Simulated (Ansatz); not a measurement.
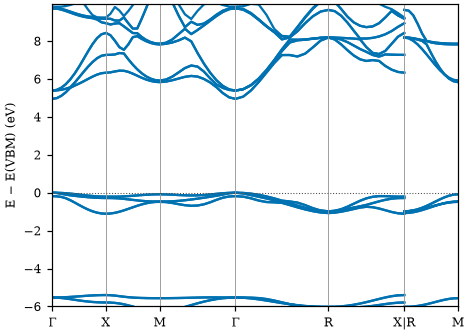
Figure. Band structure from PBE with spin–orbit coupling in the plane-wave PAW code Ansatz

**Question.** Read off the gap and where the band edges lie.

**Answer.** About 4.9 eV (4.95 eV by a search for the band edges); maximum at Γ, minimum at Γ.

The material is CsCl (CsCl type, Pm-3m).

The cell was relaxed with PBE under the symmetry of its start.

Potentials: the earlier of the program's two PAW sets.
